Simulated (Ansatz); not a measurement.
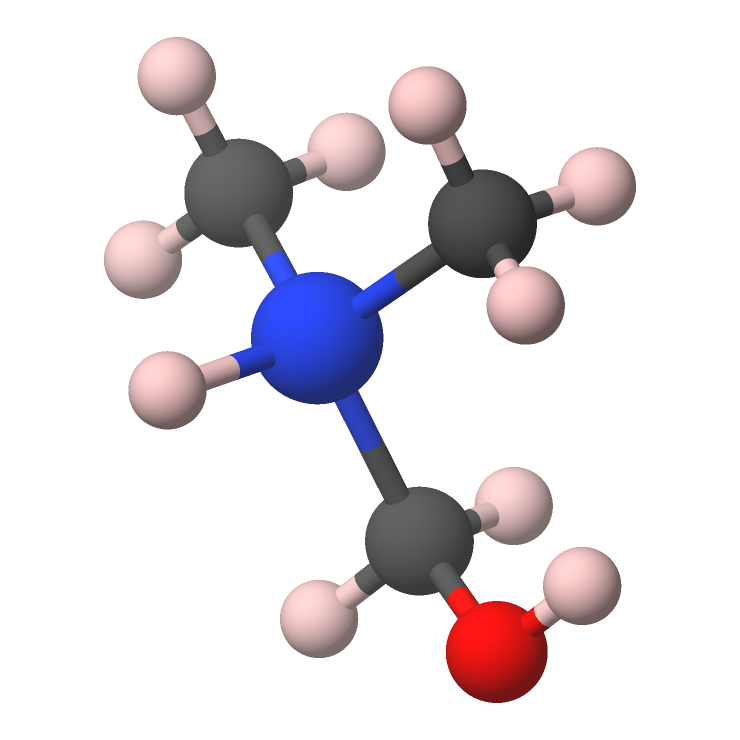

The picture shows a molecular structure as a ball-and-stick model. Every bond is drawn as one stick, whatever its order. Colours: carbon dark grey, silicon blue, oxygen red, hydrogen pink.

Computed geometry: PBE0-D4/def2-TZVP optimisation. No frequency run is at hand to confirm it as a minimum.

Give the formula.

Answer. C₃H₁₀OSi, 15 atoms: 3 carbon, 10 hydrogen, 1 oxygen and 1 silicon.

Name functional groups in it.

Answer. Among them: alcohol, Si–H bond.

Write the SMILES.

Answer. C[SiH](C)CO

Describe its rings.

Answer. It has no ring.

Count the bonded pairs by element.

Answer. 8 C–H, 3 C–Si, 1 C–O, 1 Si–H, 1 O–H.

The parts below concern this one geometry. Atoms keep their numbers from picture to picture.

**Shape**

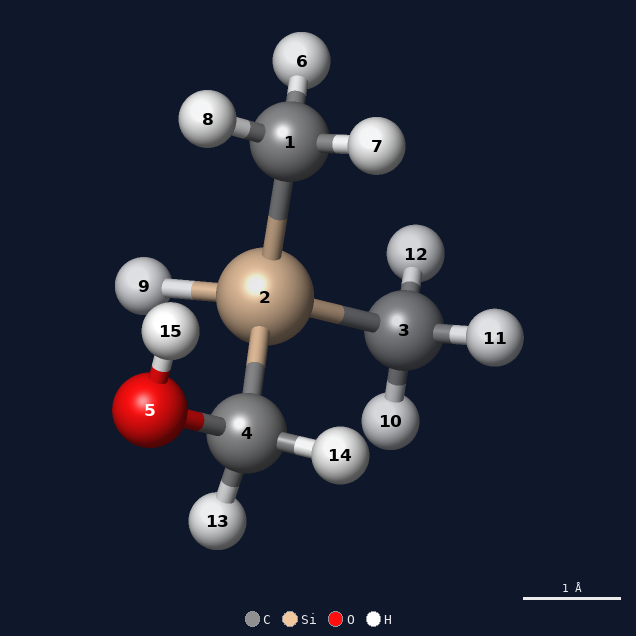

The atoms are numbered. No frequency run is at hand to confirm it as a minimum.

Give the bond lengths.

```json
{"bond": "C1–Si2", "length (Å)": "1.876", "order": "single"}
{"bond": "C1–H6", "length (Å)": "1.093", "order": "single"}
{"bond": "C1–H7", "length (Å)": "1.094", "order": "single"}
{"bond": "C1–H8", "length (Å)": "1.093", "order": "single"}
{"bond": "Si2–C3", "length (Å)": "1.873", "order": "single"}
{"bond": "Si2–C4", "length (Å)": "1.894", "order": "single"}
{"bond": "Si2–H9", "length (Å)": "1.491", "order": "single"}
{"bond": "C3–H10", "length (Å)": "1.093", "order": "single"}
{"bond": "C3–H11", "length (Å)": "1.093", "order": "single"}
{"bond": "C3–H12", "length (Å)": "1.093", "order": "single"}
{"bond": "C4–O5", "length (Å)": "1.425", "order": "single"}
{"bond": "C4–H13", "length (Å)": "1.094", "order": "single"}
{"bond": "C4–H14", "length (Å)": "1.101", "order": "single"}
{"bond": "O5–H15", "length (Å)": "0.960", "order": "single"}
```

**Levels of theory compared**

No frequency run is at hand to confirm it as a minimum. Program: Ansatz 0.2.0.

Tabulate HOMO–LUMO gap (eV) at these levels: B3LYP-D4/def2-TZVPP; PBE-D4/def2-TZVPP; PBE0-D4/def2-TZVPP; r2SCAN-D4/def2-TZVPP; ωB97M-V/def2-TZVPP; ωB97X-V/def2-TZVPP.

```
               level  HOMO–LUMO gap (eV)
 B3LYP-D4/def2-TZVPP                7.39
   PBE-D4/def2-TZVPP                5.56
  PBE0-D4/def2-TZVPP                7.93
r2SCAN-D4/def2-TZVPP                6.45
  ωB97M-V/def2-TZVPP               11.75
  ωB97X-V/def2-TZVPP               12.27
```

**Dipole moment**

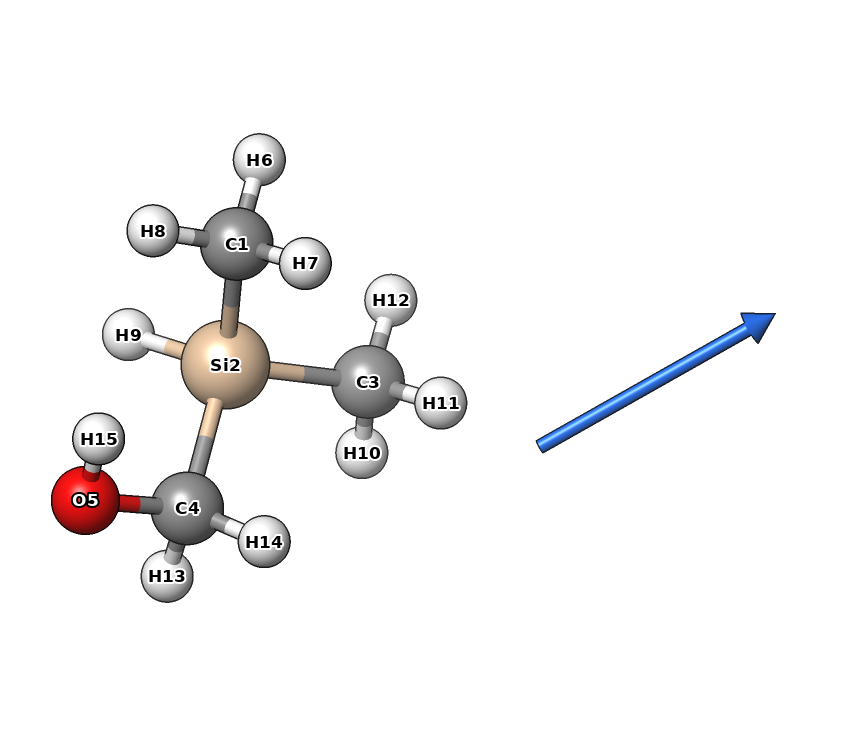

The arrow beside the molecule shows the direction of the dipole moment, from the negative to the positive end (its length means nothing). No frequency run is at hand to confirm it as a minimum. Properties computed with RKS PBE0-D4/def2-TZVP (Ansatz 0.2.0).

How large is the dipole moment?

Answer. 2.10 D; it points from the side of O5 to the side of H11, H12 (the outermost atoms at the two ends).

**Charges**

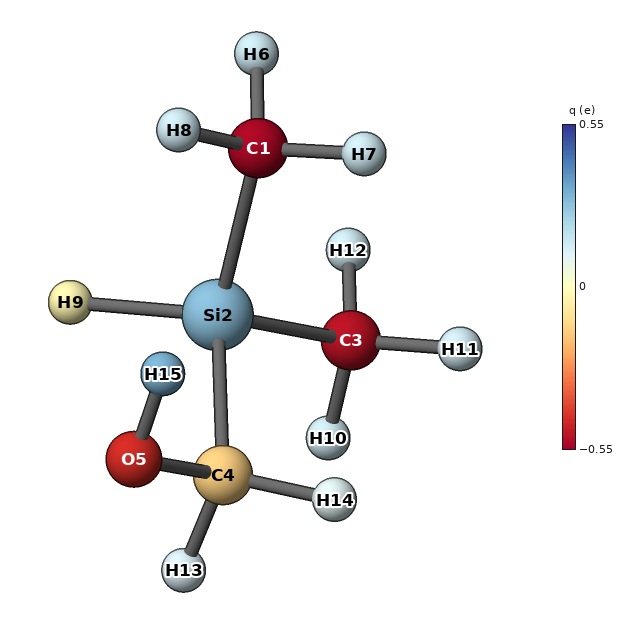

Atoms are coloured by their Mulliken charges. No frequency run is at hand to confirm it as a minimum. Properties computed with RKS PBE0-D4/def2-TZVP (Ansatz 0.2.0).

Give the Mulliken charges atom by atom.

```json
{"atom": "C1", "value (e)": "−0.53"}
{"atom": "Si2", "value (e)": "0.28"}
{"atom": "C3", "value (e)": "−0.50"}
{"atom": "C4", "value (e)": "−0.14"}
{"atom": "O5", "value (e)": "−0.44"}
{"atom": "H6", "value (e)": "0.14"}
{"atom": "H7", "value (e)": "0.14"}
{"atom": "H8", "value (e)": "0.14"}
{"atom": "H9", "value (e)": "−0.03"}
{"atom": "H10", "value (e)": "0.14"}
{"atom": "H11", "value (e)": "0.13"}
{"atom": "H12", "value (e)": "0.14"}
{"atom": "H13", "value (e)": "0.12"}
{"atom": "H14", "value (e)": "0.10"}
{"atom": "H15", "value (e)": "0.31"}
```

Mulliken values depend strongly on the basis set and can even reverse the polarity of a bond.
